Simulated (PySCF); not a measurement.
**CH6BSb (SMILES C[BH][SbH2]) at 6 levels**

We compute a comparison of 6 runs (HF/STO-3G, HF/def2-SVP, HF/def2-SVPD, HF/def2-TZVP, PBE/STO-3G, B3LYP/def2-TZVP) of CH6BSb. Input form: a Python script.

The calculation is run with PySCF 2.14.0.

## 1. The system as given

CH6BSb: 9 atoms, total charge 0, spin state singlet. As SMILES, `C[BH][SbH2]`. The shape is that of a PBE0-D4/def2-TZVP optimisation. This is one conformer, not always the lowest.

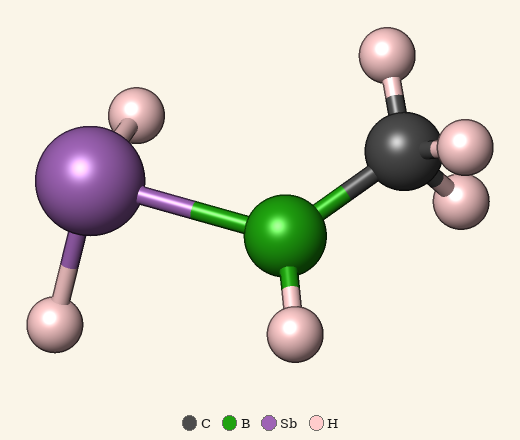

The structure, seen from a chosen angle (carbon dark grey, boron green, antimony purple, hydrogen pink).

## 2. Energy and forces at HF/STO-3G (run 1)

Contents of input.py:

```python
import pyscf.grad
from pyscf import gto

mol = gto.M(
    atom=[
    ('C', (-0.696500, 0.976700, -0.600500)),
    ('B', (0.386200, -0.132200, -0.547000)),
    ('Sb', (1.415200, -0.767000, 1.323700)),
    ('H', (-1.637800, 0.449300, -0.824500)),
    ('H', (-0.551700, 1.662600, -1.441500)),
    ('H', (-0.856700, 1.545300, 0.316400)),
    ('H', (0.752700, -0.653500, -1.562200)),
    ('H', (1.258000, -2.435000, 1.019200)),
    ('H', (0.019000, -0.692400, 2.299200)),
],
    verbose=4,
    charge=0,
    max_memory=1860,
    basis='sto-3g',
)

mf = mol.RHF()
mf.conv_tol = 1e-10
mf.kernel()
if not mf.converged:
    mf = mf.newton().run(mf.mo_coeff, mf.mo_occ)

e_tot = mf.e_tot
print('E = %.10f Eh' % e_tot)
grad = mf.Gradients().kernel()
mf.analyze()
```

Started as:

```console
$ OMP_NUM_THREADS=1 python input.py
```

Standard output:

```text
PySCF version 2.14.0

[... 78 lines left out ...]
Two-electron Energy =                 2606.977643406862626
[... 10 lines left out ...]
MO #7   energy= -28.5037559309249  occ= 2
[... 8 lines left out ...]
MO #16  energy= -7.40029884898989  occ= 2
[... 8 lines left out ...]
MO #25  energy= -1.20938428215341  occ= 2
[... 8 lines left out ...]
MO #34  energy= -0.232299439792948 occ= 2
[... 8 lines left out ...]
MO #43  energy= 0.825833154028282  occ= 0
[... 55 lines left out ...]
Dipole moment(X, Y, Z, Debye): -1.11100, -0.11024, -0.48885
```

Wall time 3.6 s (1 thread of Intel Xeon at 2.70GHz, shared host); peak memory 0.12 GiB.

## 3. Energy and gradient at HF/def2-SVP (core potential) (run 2)

Contents of input.py:

```python
# C[BH][SbH2]
from pyscf import gto

mol = gto.M(
    atom='''
C       -0.696500       0.976700      -0.600500
B        0.386200      -0.132200      -0.547000
Sb       1.415200      -0.767000       1.323700
H       -1.637800       0.449300      -0.824500
H       -0.551700       1.662600      -1.441500
H       -0.856700       1.545300       0.316400
H        0.752700      -0.653500      -1.562200
H        1.258000      -2.435000       1.019200
H        0.019000      -0.692400       2.299200
''',
    basis='def2-svp',
    max_memory=1860,
    spin=0,
    verbose=4,
    ecp={'Sb': 'def2-svp'},
)

calc0 = mol.RHF()
calc0.conv_tol = 1e-10
calc0.kernel()
if not calc0.converged:
    calc0 = calc0.newton().run(calc0.mo_coeff, calc0.mo_occ)

etot = calc0.e_tot
print('E = %.10f Eh' % etot)
grad = calc0.nuc_grad_method().kernel()
dip = calc0.dip_moment()
pop, q = calc0.mulliken_pop()
```

Started as:

```console
$ OMP_NUM_THREADS=1 python input.py
```

Standard output:

```text
PySCF version 2.14.0

[... 67 lines left out ...]
converged SCF energy = -305.220961244117
[... 12 lines left out ...]
Dipole moment(X, Y, Z, Debye): -0.77753,  0.67081, -0.88556
[... 94 lines left out ...]
charge of    8H =     -0.10969
```

Run time: 7.2 s. Hardware: 1 thread of Intel Xeon at 2.70GHz, shared host; peak memory 0.17 GiB.

Runs 3 to 5 aren't shown in full; the table further down has their settings and results.

## 4. Energy and forces at B3LYP/def2-TZVP (core potential) (run 6)

Contents of calc.py:

```python
# C[BH][SbH2]
from pyscf import gto, dft

mol = gto.M(
    atom='''
C   -0.696500   0.976700  -0.600500
B    0.386200  -0.132200  -0.547000
Sb   1.415200  -0.767000   1.323700
H   -1.637800   0.449300  -0.824500
H   -0.551700   1.662600  -1.441500
H   -0.856700   1.545300   0.316400
H    0.752700  -0.653500  -1.562200
H    1.258000  -2.435000   1.019200
H    0.019000  -0.692400   2.299200
''',
    ecp={'Sb': 'def2-svp'},
    basis='def2-tzvp',
    spin=0,
    max_memory=1860,
    verbose=3,
    charge=0,
)

mf = dft.RKS(mol, xc='b3lyp')
mf.conv_tol = 1e-10
mf.grids.level = 5
mf.kernel()
if not mf.converged:
    mf = mf.newton().run(mf.mo_coeff, mf.mo_occ)

e_final = mf.e_tot
print(f'total energy: {e_final:.8f} hartree')
grad = mf.nuc_grad_method().kernel()
mf.analyze()
```

Started as:

```console
$ OMP_NUM_THREADS=1 python calc.py
```

Standard output:

```text
converged SCF energy = -306.905165415512
[... 32 lines left out ...]
MO #23  energy= 0.00940795496531344 occ= 0
[... 24 lines left out ...]
MO #48  energy= 0.441865068630444  occ= 0
[... 24 lines left out ...]
MO #73  energy= 1.11451725526843   occ= 0
[... 24 lines left out ...]
MO #98  energy= 1.98741865056446   occ= 0
[... 24 lines left out ...]
MO #123 energy= 2.78556855859172   occ= 0
[... 24 lines left out ...]
MO #148 energy= 112.372816210376   occ= 0
[... 1 line left out ...]
WARN: Weak orthogonality for localized orbitals 2.000325800066189e-09

 ** Mulliken atomic charges  **
charge of    0C =     -0.45408
charge of    1B =     -0.94696
charge of    2Sb =      2.31266
charge of    3H =      0.14686
charge of    4H =      0.12754
charge of    5H =      0.11780
charge of    6H =      0.00790
charge of    7H =     -0.64991
charge of    8H =     -0.66180
Dipole moment(X, Y, Z, Debye): -0.59732,  0.72224, -0.63649
```

Wall time 96 s (1 thread of Intel Xeon at 2.70GHz, shared host); peak memory 1.7 GiB.

## 5. The series

```csv
run,level,core potential,integration grid,energy (Eh),dipole moment (D),HOMO energy (eV),LUMO energy (eV),wall time
1,HF/STO-3G,–,–,-6316.620145,1.22,-6.32,6.51,3.6 s
2,HF/def2-SVP (core potential),def2-svp,–,-305.220961,1.36,-8.91,2.01,7.2 s
3,HF/def2-SVPD (core potential),def2-svp,–,-305.222726,1.33,-8.92,1.75,19 s
4,HF/def2-TZVP (core potential),def2-svp,–,-305.299486,1.34,-8.95,1.80,46 s
5,PBE/STO-3G,–,5,-6318.470180,1.22,-3.30,0.42,20 s
6,B3LYP/def2-TZVP (core potential),def2-svp,5,-306.905165,1.13,-6.63,-1.80,96 s
```

## 6. Outcome

| quantity | value |
| --- | --- |
| run 6: total energy | -306.90517 Eh |
| run 6: dipole moment | 1.13 D |
| run 6: HOMO energy | -6.63 eV |
| run 6: LUMO energy | -1.80 eV |
| run 6: HOMO–LUMO gap | 4.83 eV |
| run 6: largest force on an atom | 0.227 eV/Å |

What this shows: The dipole moment (its size) runs from 1.13 D (B3LYP/def2-TZVP) to 1.36 D (HF/def2-SVP). The two ends differ in method and basis. The HOMO–LUMO gap runs from 3.71 eV (PBE/STO-3G) to 12.83 eV (HF/STO-3G). Exact exchange widens orbital gaps. Totals of different functionals can't be ranked against each other. Some runs of one species differ in core potentials or relativity; totals across that change don't compare. In runs 1, 5 the basis is minimal, so the values are rough. In runs 1, 5 relativity is left out where basis or elements ask for it. All runs together took 3.2 min, the longest 96 s.
